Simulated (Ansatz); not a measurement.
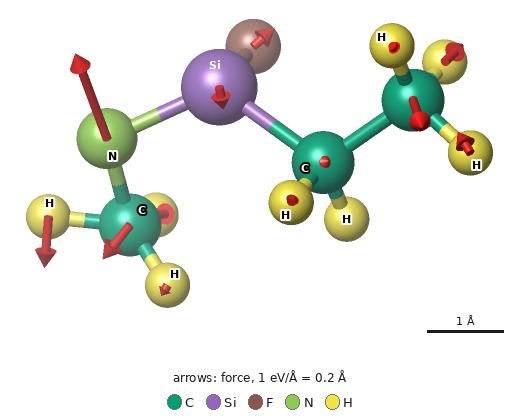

Starting geometry of C3H8FNSi with the computed forces as red arrows. Style: ball-and-stick. Shown at a tilt.

The run prepares an end point of a later path (hydrogen shift) calculation, from a guessed geometry.

Theory: RHF/6-31G (Ansatz 0.2.0). (no spin polarisation; force threshold 0.02 eV/Å; at most 50 steps)

**Is this structure relaxed? If not, where do the atoms go?**

It isn't relaxed: the largest force vector, on the N atom, is 7.64 eV/Å. The final displacements have little in common with the starting forces (cosine between the two patterns −0.12). The energy falls by 467.3 kJ/mol in 18 geometry steps. Largest force component: 6.5 eV/Å at the start, 0.02 eV/Å at the end. The atom that moves furthest after the best rigid fit is an H atom (1.71 Å). By element the largest moves are H 1.71 Å, N 1.22 Å, C 0.86 Å, Si 0.84 Å, F 0.83 Å. Some distances before and after: C–Si 2.366 → 2.935 Å, N–Si 1.648 → 1.562 Å, C–H 1.018 → 1.082 Å, C–H 1.145 → 1.084 Å. Among the angles between lasting bonds that change: Si–N–C 100.9° → 159.2°, N–C–H 74.6° → 111.7°, F–Si–N 107.7° → 124.6°. Groups turn about C–N by about 115°. The run took 46 s on 1 thread of Arm Neoverse V2, on a shared host, peak memory 0.16 GiB.
